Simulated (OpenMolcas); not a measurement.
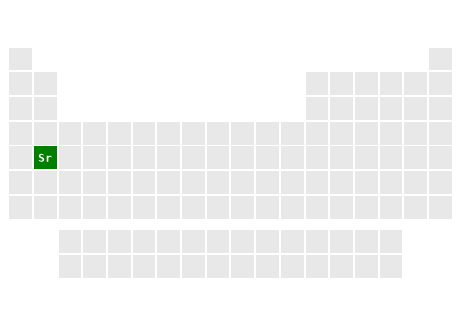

The place of strontium in the periodic table.

**Multiconfigurational calculation for Sr⁺**

System: Sr⁺.
Method: state-averaged CASSCF, active space 1 electron in the shells 5s 5p, basis ANO-RCC-MB, DKH4 scalar Hamiltonian, spin-orbit coupling by RASSI with atomic mean-field integrals (OpenMolcas).

### Input
```
&GATEWAY
Coord
1

Sr 0.0 0.0 0.0
Basis=ANO-RCC-MB
Group=XYZ
NoMove
AngMom=0.0 0.0 0.0
AMFI
&SEWARD
Relativistic=R04O02
&RASSCF
FileOrb=start.orb
Symmetry=2
Spin=2
nActEl=1 0 0
Inactive=9 9
Ras2=1 3
CIRoot=1 1 1
SDav=1
CIMx=300
Iter=74 100
PrWF=0.3
OrbListing=Nothing
MaxOrb=0
Atom
>>> COPY $Project.JobIph JOB001
&RASSCF
FileOrb=start.orb
Symmetry=1
Spin=2
nActEl=1 0 0
Inactive=9 9
Ras2=1 3
CIRoot=3 3 1
SDav=3
CIMx=300
Iter=74 100
PrWF=0.3
OrbListing=Nothing
MaxOrb=0
Atom
CIOnly
>>> COPY $Project.JobIph JOB002
```

The file start.orb holds starting orbitals from an earlier step.

Hardware: 1 CPU thread, shared host.

Run as:
```bash
OMP_NUM_THREADS=1 MOLCAS_MEM=2252 MOLCAS_PROJECT=a pymolcas a.inp > a.log  # once for each step of the input, in one work folder
```

### Output (extracts)
```
--- SEWARD ---
Basis set label: SR.ANO-RCC...5S4P1D.

      Electronic valence basis set:
      ------------------
      Associated Effective Charge  38.000000 au
      Associated Actual Charge     38.000000 au
      Nuclear Model: Point charge

      Shell  nPrim  nBasis  Cartesian Spherical Contaminant
         s      23       5        X
         p      19       4        X
         d      12       1                 X
Relativistic=R04O02
                  Relativistic Douglas-Kroll-Hess integrals:
                    - DKH order of Hamiltonian: 4
                    - DKH order of Properties : 2
--- RASSCF ---
Wave function specifications:
      -----------------------------

      Number of closed shell electrons          36
      Number of electrons in active shells       1
      Max number of holes in RAS1 space          0
      Max nr of electrons in RAS3 space          0
      Number of inactive orbitals               18
      Number of active orbitals                  4
      Number of secondary orbitals               0
      Spin quantum number                      0.5
      State symmetry                             2
Orbital specifications:
      -----------------------

      Symmetry species                           1   2
                                                ag  au
      Frozen orbitals                            0   0
      Inactive orbitals                          9   9
      Active orbitals                            1   3
      RAS1 orbitals                              0   0
      RAS2 orbitals                              1   3
      RAS3 orbitals                              0   0
      Secondary orbitals                         0   0
      Deleted orbitals                           0   0
      Number of basis functions                 10  12
      Number of CSFs                             3
      Number of root(s) required                 1
      Iter CI   SX   CI       RASSCF       Energy    max ROT     max BLB   max BLB  Level Ln srch  Step   QN
          iter iter root      energy       change     param      element    value   shift minimum  type update
 Nr of preliminary CI iterations:   1
 ###############################################################################
 ###############################################################################
 ###                                                                         ###
 ###                                                                         ###
 ###    WARNING: Problems in orbital optimization.                           ###
 ###                                                                         ###
 ###                                                                         ###
 ###############################################################################
 ###############################################################################
  Warning: In symmetry  1, orbital p=  10 has diagonal density matrix element D(p,p) close to zero. D(p,p)=  0.000000E+00
 ###############################################################################
        ...
 ###############################################################################
  Warning: In symmetry  2, orbital p=  11 has diagonal density matrix element D(p,p) close to zero. D(p,p)=  2.116413E-48
  Warning: In symmetry  2, orbital p=  12 has diagonal density matrix element D(p,p) close to zero. D(p,p)=  0.000000E+00
        4   1    1    1  -177.07363970   -9.09E-13   0.00E+00    9  10 1 -1.64E-08   0.00   0.00    SX    NO
      Convergence after  4 iterations
        5   1    1    1  -177.07363970   -9.09E-13   0.00E+00    9  10 1 -1.64E-08   0.00   0.00    SX    NO
      Natural orbitals and occupation numbers for root  1
      sym 1:   0.000000
      sym 2:   1.000000   0.000000   0.000000
::    RASSCF root number  1 Total energy:  -3177.07363970
--- RASSCF ---
Wave function specifications:
      -----------------------------

      Number of closed shell electrons          36
      Number of electrons in active shells       1
      Max number of holes in RAS1 space          0
      Max nr of electrons in RAS3 space          0
      Number of inactive orbitals               18
      Number of active orbitals                  4
      Number of secondary orbitals               0
      Spin quantum number                      0.5
      State symmetry                             1
Orbital specifications:
      -----------------------

      Symmetry species                           1   2
                                                ag  au
      Frozen orbitals                            0   0
      Inactive orbitals                          9   9
      Active orbitals                            1   3
      RAS1 orbitals                              0   0
      RAS2 orbitals                              1   3
      RAS3 orbitals                              0   0
      Secondary orbitals                         0   0
      Deleted orbitals                           0   0
      Number of basis functions                 10  12
      Number of CSFs                             1
      Number of root(s) required                 3
 ************ ERROR ***********
  You can't ask for more roots
  than there are configurations
 ******************************
--- Stop Module: rasscf at  /rc=_RC_INPUT_ERROR_ ---
.####################.
.# User input error #.
.####################.
```

### What the run reported

| quantity | value |
| --- | --- |
| outcome | refused by the program |

### Diagnosis

The input is odd on purpose: wrong symmetry. The program refused the input: “You can't ask for more roots”. Caveats: RASSCF multiplicity 2: _RC_INPUT_ERROR_.
